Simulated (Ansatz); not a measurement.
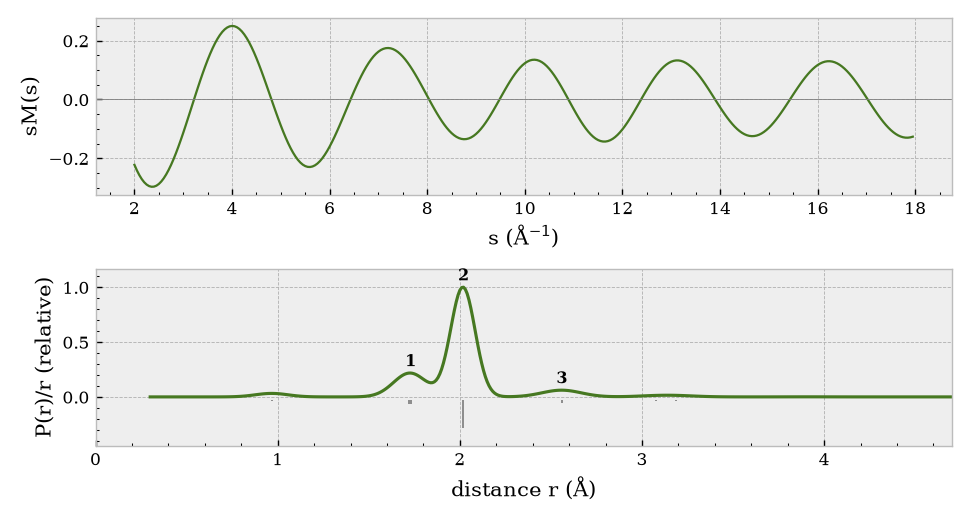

Simulated gas electron diffraction: reduced molecular intensity sM(s) from the Debye equation in the first Born approximation (top) and the radial distribution curve (bottom) of H₃InO. Each pair of atoms contributes with weight ZᵢZⱼ/r (bars below the curve); damping constant 0.001 Å²; vibrational amplitudes assumed, not computed: 0.05 Å for bonds, 0.078 Å for bonds to H, 0.06 + 0.015 r up to 0.15 Å for other pairs. The geometry is the end point of an optimisation (Ansatz 0.2.0, RKS B3LYP/def2-SVP); it may be a saddle point or a higher isomer.

> Assign the numbered peaks of the radial distribution curve (– bonded, ··· not bonded).

Peak 1, 1.73 Å: In–H 1.72–1.73 Å (×2)
Peak 2, 2.02 Å: In–O 2.02 Å
Peak 3, 2.56 Å: In···H 2.56 Å
